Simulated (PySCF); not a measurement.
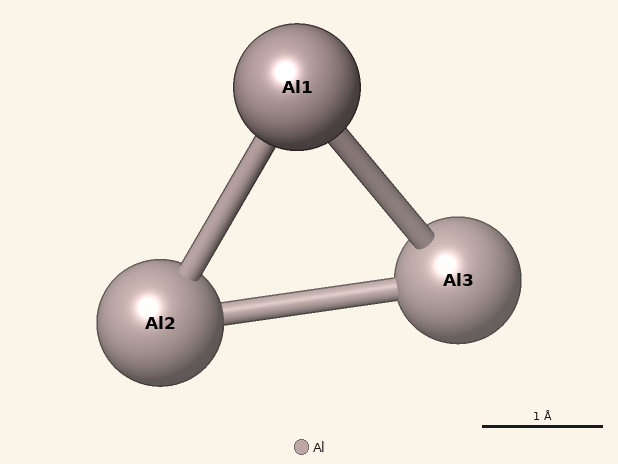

Simulated data, not a measurement (program: PySCF).

Orthographic view. Atoms fade into the background with distance from the viewer. State: charge −1, singlet. Geometry: a fixed input geometry, not necessarily a minimum.

Write a Z-matrix (Å, degrees) in the order of the atom numbers, with these reference atoms: 2 to 1; 3 to 1, 2.

```
Al 
Al   1   2.524
Al   1   2.524   2    60.2
```
